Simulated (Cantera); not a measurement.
Feed: 1 mol Fe₂O₃, a varied amount of SO₃, 0.58 mol CO₂, 3.8 mol H₂S, equilibrated at 1223 K and 1.20 bar.

These are equilibrium values from Cantera (NASA tables, ideal gas, pure condensed phases), not measurements of a reactor. Candidate condensed phases: C, C₆H₆, C₇H₈, C₈H₁₈, Fe, Fe(CO)₅, FeO, Fe(OH)₂, Fe(OH)₃, FeS, FeSO₄, FeS₂, Fe₂O₃, Fe₂(SO₄)₃, Fe₃O₄, H₂O, H₂SO₄, S; 127 gas species. Mutual solubility and eutectic melting of coexisting phases are not modelled. FeS: taken at fixed stoichiometry. Gases not in the tables: S₃ to S₇. Equilibrium is a limit: real reactors are often held back by kinetics, nucleation or transport.

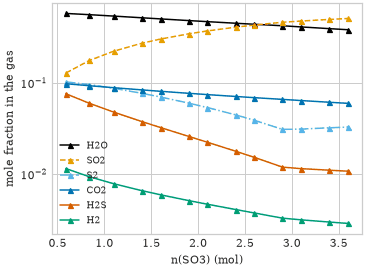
*Equilibrium gas composition (values under 1e-9 drawn at 1e-9)*

From 0.59 mol SO₃ to 2.9 mol SO₃ the condensed part is FeS(s). From 3.1 mol SO₃ to 3.6 mol SO₃ the condensed part is FeS(s) + Fe₃O₄(s). The main Fe-bearing gas is Fe(OH)₂ throughout.
